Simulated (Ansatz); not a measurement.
## Ligand exchange: MgHF + GaH2(SH) → MgH(SH) + GaH2F

Species: MgHF `[F][MgH]`, singlet; GaH2(SH), singlet; MgH(SH), singlet; GaH2F `[F][GaH2]`, singlet. The partners trade F for SH: Mg–F and Ga–SH bonds give way to Mg–SH and Ga–F.

Shapes, held fixed at every level: PBE0-D4/def2-TZVP. Programs: Ansatz 0.2.0. The zero-point and thermal change to 298 K, harmonic and unscaled (PBE0-D4/def2-TZVP), is -2.5 kJ/mol.

| level | kind | ΔH(298 K) (kJ/mol) | less CCSD(T)/def2-TZVPP | CPU time (sum over the molecules) |
| --- | --- | --- | --- | --- |
| HF/def2-TZVPP | Hartree–Fock | +36.6 | -11.2 | – |
| PBE-D4/def2-TZVPP | GGA | +52.3 | +4.5 | 7.6 s |
| B3LYP-D4/def2-TZVPP | global hybrid | +51.7 | +3.9 | 12 s |
| PBE0-D4/def2-TZVPP | global hybrid | +50.6 | +2.8 | 10 s |
| wB97X-V/def2-TZVPP | range-separated hybrid | +47.0 | -0.8 | 22 s |
| CCSD(T)/def2-SVP | coupled cluster or CI | +52.7 | +4.9 | 7.7 s |
| CCSD(T)/def2-TZVPP | coupled cluster or CI | +47.8 | 0.0 | 40 s |

The highest level, CCSD(T)/def2-TZVPP, gives ΔH(298 K) = +47.8 kJ/mol; the levels span +36.6 to +52.7. The column of differences is taken from that level and isn't an error. No measured value is set beside it here. Relativity is left out for Ga. Outer-core shells of Ga, Mg are correlated, in sets that cover them unevenly. Times are processor times on shared x86 and Arm servers, and rough.

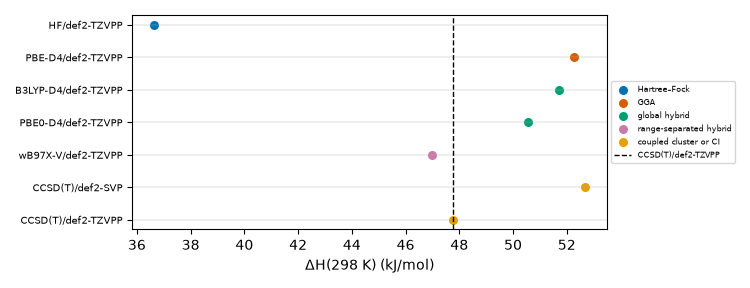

The values of the table, level by level.
